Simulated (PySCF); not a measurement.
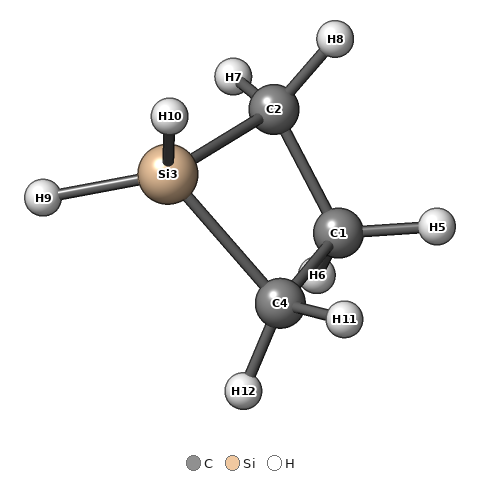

The molecule: C₃H₈Si, SMILES C1C[SiH2]C1.

Kohn-Sham orbital energies near the frontier, ωB97X-D/def2-SVPD, PySCF, at a GFN2-xTB geometry (no frequency check), isolated molecule; empty levels in grey, levels within 0.03 eV side by side.

Question: Where do the frontier orbitals lie?

Answer: HOMO at −9.72 eV, LUMO at 1.97 eV, 11.69 eV apart.

Question: How far below the HOMO does the next level lie?

Answer: 0.12 eV.

Question: List the levels with the atoms that carry most of them (a dash for levels above zero or within 0.03 eV of another, where shares mean little).

Answer:
| orbital | energy (eV) | Löwdin shares |
| --- | --- | --- |
| LUMO+1 | 2.25 | – |
| LUMO | 1.97 | – |
| HOMO | −9.72 | C2/C4 28 % each, Si3 22 % |
| HOMO−1 | −9.84 | Si3 21 %, C1 20 %, C4/C2 18 % each |
| HOMO−2 | −10.82 | Si3 15 %, C1 14 %, C2/C4 11 % each |

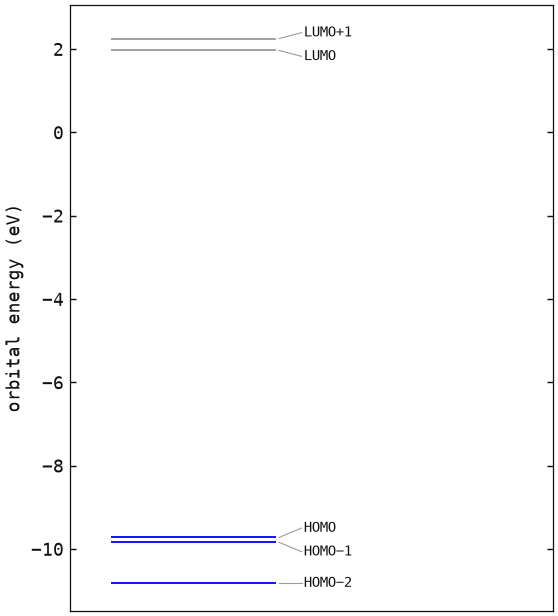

Known limits of this run: the tight-binding geometry is rougher than a DFT one and adds to the error; one conformer of a flexible molecule; empty levels above zero depend strongly on the basis.
